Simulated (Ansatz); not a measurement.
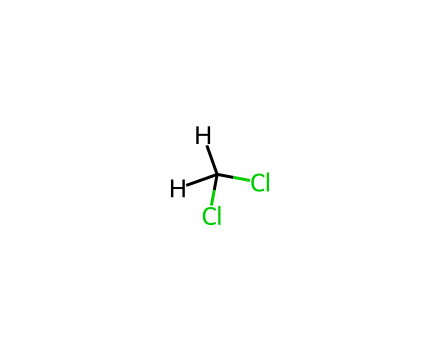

Structural formula above. The computed structure is the end point of a PBE-D4/def2-SVP optimisation. No frequency run is at hand to confirm it as a minimum.

Describe the 3D structure.

Formula CH2Cl2. As SMILES it reads `ClCCl`. Among its groups: C–Cl bond. This geometry has C2v symmetry. Coordination: 1 C tetrahedral.

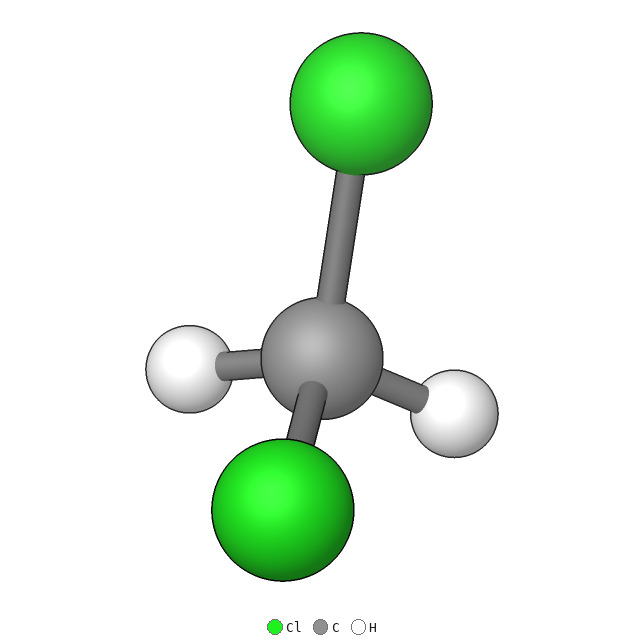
